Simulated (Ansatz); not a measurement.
## C2H10OSSi2: nudged elastic band (part 2 of 2)

The same run, continued: C2H10OSSi2; RKS PBE/6-31G* (Ansatz 0.2.0). It belongs to a series of runs on one base structure; here: band between the two ends.

Geometry of the input (Å):
```
C  -0.0144  -2.9099  0.3453
Si 0.8573  -1.2736  0.6481
O  -0.1793  -0.0705  0.0389
C  0.2954  1.2038  -0.3499
Si -1.1557  2.1626  -1.1592
S  1.0430  2.2084  1.0284
H  0.5870  -3.7448  0.7450
H  -0.9963  -2.9299  0.8473
H  -0.1762  -3.0848  -0.7309
H  1.1215  -1.0912  2.1141
H  2.1665  -1.1924  -0.0933
H  1.1483  1.1222  -1.0566
H  -0.6503  3.4471  -1.7430
H  -1.7913  1.3397  -2.2419
H  -2.1723  2.4518  -0.0954
H  -0.1060  2.3387  1.7472
```

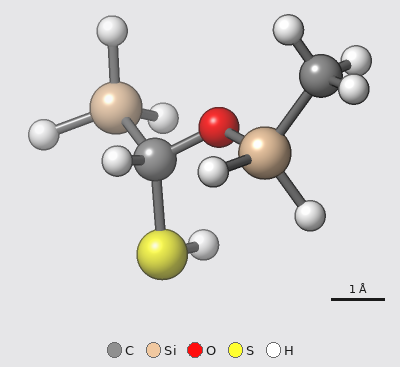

The starting structure (ball-and-stick view, seen at a tilt).

```
Total energy: -30855.31752486 eV, -1133.9120045531 hartree
Atom 0 at     0.178772    -2.715556    -0.081756 Å, force    -0.004593    -0.002688    -0.001117 eV/Å
Atom 1 at     0.787910    -1.273546     0.963785 Å, force     0.019964    -0.004914     0.013122 eV/Å
Atom 2 at    -0.154249     0.113408     0.694512 Å, force    -0.019499     0.012312    -0.003572 eV/Å
Atom 3 at     0.224281     1.113350    -0.236162 Å, force    -0.002056    -0.013262     0.001594 eV/Å
Atom 4 at    -1.367507     1.926446    -0.930955 Å, force     0.000648     0.004408    -0.008181 eV/Å
Atom 5 at     1.349375     2.402906     0.488899 Å, force     0.008181     0.008122     0.001885 eV/Å
Atom 6 at     0.792273    -3.612998     0.114540 Å, force    -0.000751    -0.001149    -0.001069 eV/Å
Atom 7 at    -0.870344    -2.962352     0.152459 Å, force     0.001534     0.001356    -0.002531 eV/Å
Atom 8 at     0.244174    -2.491529    -1.160085 Å, force     0.003344    -0.004878    -0.002703 eV/Å
Atom 9 at     0.653949    -1.591344     2.421389 Å, force     0.000194    -0.001187    -0.001027 eV/Å
Atom 10 at     2.220970    -0.962282     0.629104 Å, force    -0.001539    -0.001502    -0.000616 eV/Å
Atom 11 at     0.839651     0.712141    -1.068603 Å, force    -0.003406     0.001403    -0.001480 eV/Å
Atom 12 at    -1.015663     2.901255    -2.013892 Å, force    -0.000636     0.001633    -0.000662 eV/Å
Atom 13 at    -2.286528     0.877973    -1.489213 Å, force    -0.001308     0.000975     0.004247 eV/Å
Atom 14 at    -2.054819     2.640966     0.193453 Å, force    -0.000512    -0.001454     0.000394 eV/Å
Atom 15 at     0.434855     2.898566     1.366725 Å, force     0.000434     0.000824     0.001718 eV/Å
Dipole moment:    -0.092889    -0.310156    -0.152207 e Å
this run last wrote the band of iteration 17 to [file]
```

**The last band as extended XYZ (Å, eV, eV/Å)**
```
16
Properties=species:S:1:pos:R:3:forces:R:3 image=0 energy=-30855.36648
C    -0.0144   -2.9099    0.3453    0.0005   0.0031   0.0003
Si    0.8573   -1.2736    0.6481    0.0023  -0.0046   0.0019
O    -0.1793   -0.0705    0.0389   -0.0057   0.0017   0.0010
C     0.2954    1.2038   -0.3499   -0.0010   0.0003  -0.0070
Si   -1.1557    2.1626   -1.1592    0.0056  -0.0017  -0.0016
S     1.0430    2.2084    1.0284    0.0010   0.0001   0.0034
H     0.5870   -3.7448    0.7450    0.0014  -0.0012   0.0007
H    -0.9963   -2.9299    0.8473   -0.0005  -0.0004  -0.0002
H    -0.1762   -3.0848   -0.7309    0.0006   0.0001  -0.0005
H     1.1215   -1.0912    2.1141    0.0003  -0.0006  -0.0004
H     2.1665   -1.1924   -0.0933    0.0003  -0.0002   0.0001
H     1.1483    1.1222   -1.0566   -0.0009  -0.0003  -0.0008
H    -0.6503    3.4471   -1.7430   -0.0020   0.0006   0.0006
H    -1.7913    1.3397   -2.2419   -0.0017   0.0008   0.0016
H    -2.1723    2.4518   -0.0954    0.0002   0.0010  -0.0015
H    -0.1060    2.3387    1.7472   -0.0006   0.0012   0.0024
16
Properties=species:S:1:pos:R:3:forces:R:3 image=1 energy=-30855.35291
C     0.0495   -2.8986    0.2269   -0.0046  -0.0005   0.0036
Si    0.8031   -1.2663    0.7745    0.0033   0.0011  -0.0080
O    -0.2222   -0.0411    0.1911   -0.0022  -0.0013  -0.0080
C     0.2696    1.1717   -0.3436    0.0015  -0.0018  -0.0006
Si   -1.2105    2.1232   -1.1077   -0.0015   0.0019  -0.0036
S     1.1802    2.2479    0.8725   -0.0045  -0.0032   0.0063
H     0.6353   -3.7494    0.6158    0.0011  -0.0021   0.0080
H    -0.9855   -3.0018    0.5935    0.0014  -0.0019   0.0079
H     0.0296   -2.9688   -0.8736   -0.0026  -0.0069   0.0066
H     0.9070   -1.2096    2.2709    0.0053   0.0066  -0.0047
H     2.1706   -1.0732    0.1755    0.0002  -0.0015  -0.0097
H     1.0519    0.9916   -1.1105    0.0021   0.0062  -0.0014
H    -0.7106    3.2953   -1.8969    0.0029   0.0073   0.0055
H    -2.0040    1.2196   -2.0057    0.0039   0.0051  -0.0072
H    -2.0878    2.6005    0.0109   -0.0004  -0.0013   0.0001
H     0.1009    2.5365    1.6506   -0.0060  -0.0076   0.0054
16
Properties=species:S:1:pos:R:3:forces:R:3 image=2 energy=-30855.32602
C     0.1068   -2.8306    0.0742   -0.0063   0.0004   0.0068
Si    0.7895   -1.2728    0.8773    0.0089  -0.0018  -0.0109
O    -0.2089    0.0372    0.4583   -0.0108   0.0027  -0.0025
C     0.2480    1.1491   -0.2865    0.0080   0.0022   0.0020
Si   -1.2832    2.0320   -1.0313   -0.0041  -0.0017  -0.0008
S     1.2803    2.3495    0.6927   -0.0052  -0.0042   0.0032
H     0.7004   -3.7130    0.3715    0.0012  -0.0038   0.0053
H    -0.9397   -3.0069    0.3745    0.0018  -0.0049   0.0046
H     0.1368   -2.7535   -1.0258   -0.0008  -0.0055   0.0045
H     0.7968   -1.4129    2.3706    0.0036   0.0036  -0.0025
H     2.1836   -0.9927    0.3862   -0.0003   0.0009  -0.0076
H     0.9508    0.8526   -1.0927    0.0019   0.0042  -0.0037
H    -0.8468    3.1009   -1.9872    0.0038   0.0057   0.0044
H    -2.1524    1.0440   -1.7539    0.0023   0.0031  -0.0072
H    -2.0633    2.6422    0.0944    0.0004   0.0025  -0.0008
H     0.2785    2.7521    1.5217   -0.0043  -0.0034   0.0052
16
Properties=species:S:1:pos:R:3:forces:R:3 image=3 energy=-30855.31748
C     0.1788   -2.7156   -0.0818   -0.0046  -0.0027  -0.0011
Si    0.7879   -1.2735    0.9638    0.0200  -0.0049   0.0131
O    -0.1542    0.1134    0.6945   -0.0195   0.0123  -0.0036
C     0.2243    1.1134   -0.2362   -0.0021  -0.0133   0.0016
Si   -1.3675    1.9264   -0.9310    0.0006   0.0044  -0.0082
S     1.3494    2.4029    0.4889    0.0082   0.0081   0.0019
H     0.7923   -3.6130    0.1145   -0.0008  -0.0011  -0.0011
H    -0.8703   -2.9624    0.1525    0.0015   0.0014  -0.0025
H     0.2442   -2.4915   -1.1601    0.0033  -0.0049  -0.0027
H     0.6539   -1.5913    2.4214    0.0002  -0.0012  -0.0010
H     2.2210   -0.9623    0.6291   -0.0015  -0.0015  -0.0006
H     0.8397    0.7121   -1.0686   -0.0034   0.0014  -0.0015
H    -1.0157    2.9013   -2.0139   -0.0006   0.0016  -0.0007
H    -2.2865    0.8780   -1.4892   -0.0013   0.0010   0.0042
H    -2.0548    2.6410    0.1935   -0.0005  -0.0015   0.0004
H     0.4349    2.8986    1.3667    0.0004   0.0008   0.0017
16
Properties=species:S:1:pos:R:3:forces:R:3 image=4 energy=-30855.32186
C     0.2965   -2.6162   -0.1537    0.0123   0.0034  -0.0065
Si    0.7471   -1.2588    1.0741   -0.0194  -0.0065   0.0001
O    -0.1619    0.1522    0.8035    0.0127  -0.0057  -0.0166
C     0.1723    1.0461   -0.2475   -0.0078   0.0006   0.0108
Si   -1.4375    1.8782   -0.8763   -0.0058  -0.0020   0.0005
S     1.4142    2.3350    0.2530    0.0046   0.0045   0.0015
H     0.8816   -3.5279    0.0625    0.0040  -0.0018   0.0010
H    -0.7732   -2.8747   -0.0883   -0.0088   0.0019   0.0053
H     0.5134   -2.3229   -1.1952    0.0052   0.0047   0.0014
H     0.3991   -1.6714    2.4696   -0.0016   0.0020   0.0061
H     2.2146   -0.9481    0.9754   -0.0016   0.0023  -0.0004
H     0.6860    0.5416   -1.0933   -0.0015   0.0034   0.0012
H    -1.1407    2.7303   -2.0733    0.0017   0.0018   0.0021
H    -2.4487    0.8341   -1.2518   -0.0064  -0.0051  -0.0008
H    -1.9905    2.7258    0.2297    0.0079   0.0000   0.0007
H     0.6048    2.9542    1.1557    0.0045  -0.0036  -0.0066
16
Properties=species:S:1:pos:R:3:forces:R:3 image=5 energy=-30855.32734
C     0.3819   -2.5841   -0.1749   -0.0017  -0.0029  -0.0018
Si    0.5985   -1.2775    1.1667    0.0034  -0.0025   0.0079
O    -0.2444    0.1506    0.7924   -0.0033   0.0078  -0.0079
C     0.1302    0.9775   -0.2976   -0.0027  -0.0065   0.0030
Si   -1.4155    1.9623   -0.8632   -0.0006   0.0030   0.0054
S     1.5304    2.1384    0.0887    0.0027   0.0020  -0.0002
H     0.9098   -3.5093    0.1176    0.0022   0.0002   0.0006
H    -0.6826   -2.8313   -0.3232    0.0006  -0.0013  -0.0019
H     0.7979   -2.2611   -1.1444    0.0033   0.0002  -0.0027
H    -0.0173   -1.7250    2.4549   -0.0013  -0.0001   0.0005
H     2.0601   -0.9963    1.3708   -0.0003  -0.0004   0.0020
H     0.5362    0.3969   -1.1527   -0.0001  -0.0025  -0.0017
H    -1.0974    2.7460   -2.1008   -0.0018  -0.0013  -0.0003
H    -2.5548    1.0261   -1.1461   -0.0013   0.0027  -0.0007
H    -1.8024    2.8944    0.2453   -0.0009   0.0021  -0.0004
H     0.8466    2.8699    1.0107    0.0018  -0.0004  -0.0015
16
Properties=species:S:1:pos:R:3:forces:R:3 image=6 energy=-30855.33407
C     0.5165   -2.5594   -0.1528    0.0031   0.0007   0.0008
Si    0.4258   -1.2870    1.2362    0.0004  -0.0041   0.0035
O    -0.3701    0.1333    0.7437   -0.0057   0.0053  -0.0016
C     0.0638    0.9147   -0.3549   -0.0010  -0.0009   0.0005
Si   -1.3825    2.0578   -0.8856   -0.0021  -0.0014  -0.0017
S     1.5914    1.9242   -0.0194    0.0033  -0.0008  -0.0020
H     0.9826   -3.4856    0.2282    0.0021  -0.0002   0.0001
H    -0.4880   -2.8148   -0.5294    0.0004  -0.0003  -0.0025
H     1.1270   -2.2120   -1.0036    0.0042   0.0000  -0.0007
H    -0.4287   -1.7809    2.3610   -0.0028  -0.0008   0.0000
H     1.8055   -0.9939    1.7506   -0.0001   0.0000   0.0027
H     0.3831    0.2897   -1.2153   -0.0029  -0.0015  -0.0015
H    -1.0133    2.7927   -2.1387   -0.0006   0.0010   0.0007
H    -2.6235    1.2495   -1.1316   -0.0025   0.0026   0.0025
H    -1.6367    3.0344    0.2230    0.0019   0.0014   0.0004
H     1.0243    2.7146    0.9327    0.0023  -0.0012  -0.0012
16
Properties=species:S:1:pos:R:3:forces:R:3 image=7 energy=-30855.34389
C     0.6369   -2.5242   -0.0898    0.0024   0.0006   0.0004
Si    0.2522   -1.2871    1.2806   -0.0017   0.0006   0.0002
O    -0.5068    0.1148    0.6834   -0.0008  -0.0012  -0.0007
C    -0.0137    0.8467   -0.4220   -0.0019  -0.0005  -0.0011
Si   -1.3294    2.1548   -0.9109   -0.0009   0.0008   0.0001
S     1.6352    1.6658   -0.1371    0.0005  -0.0027  -0.0025
H     1.0430   -3.4490    0.3572    0.0017   0.0006   0.0010
H    -0.2705   -2.7935   -0.6563    0.0030   0.0002  -0.0014
H     1.3908   -2.1442   -0.7996    0.0033   0.0011   0.0018
H    -0.7670   -1.8359    2.2298   -0.0023  -0.0008  -0.0013
H     1.5019   -0.9597    2.0448   -0.0023   0.0009   0.0026
H     0.2058    0.1892   -1.2893   -0.0035  -0.0011  -0.0012
H    -0.9131    2.8364   -2.1793   -0.0006   0.0007   0.0004
H    -2.6660    1.5023   -1.1127   -0.0018   0.0026   0.0022
H    -1.4276    3.1580    0.1987    0.0023   0.0009   0.0011
H     1.2056    2.5031    0.8466    0.0026  -0.0026  -0.0018
16
Properties=species:S:1:pos:R:3:forces:R:3 image=8 energy=-30855.35069
C     0.7473   -2.4914   -0.0093    0.0031  -0.0051  -0.0019
Si    0.1128   -1.2832    1.2905   -0.0112   0.0083   0.0012
O    -0.6415    0.0820    0.6053   -0.0005  -0.0154   0.0109
C    -0.1122    0.7802   -0.5028    0.0102   0.0104  -0.0029
Si   -1.2773    2.2517   -0.9018   -0.0028   0.0020  -0.0127
S     1.6363    1.3889   -0.2863    0.0041  -0.0054  -0.0065
H     1.1206   -3.4022    0.4920    0.0010   0.0015  -0.0010
H    -0.0510   -2.7957   -0.7070   -0.0022  -0.0011  -0.0015
H     1.5816   -2.0682   -0.5931    0.0019  -0.0010  -0.0018
H    -0.9901   -1.8934    2.0995   -0.0023  -0.0001   0.0010
H     1.2231   -0.8898    2.2204    0.0046   0.0025   0.0027
H    -0.0103    0.1211   -1.3901   -0.0021  -0.0021  -0.0023
H    -0.8517    2.8927   -2.1882    0.0011   0.0010  -0.0006
H    -2.6965    1.7811   -1.0262   -0.0039  -0.0014   0.0023
H    -1.1773    3.2439    0.2175    0.0006   0.0005   0.0067
H     1.3631    2.2596    0.7236   -0.0016   0.0053   0.0064
```

**Results in brief**

| quantity | value |
| --- | --- |
| outcome | converged |
| barrier, forward | 0.049 eV |
| barrier, backward | 0.033 eV |
| wall time | 3.6 min (CPU time 7 min) |
| peak memory | 0.2 GiB |

**Remarks**

The order of the saddle point was not checked.
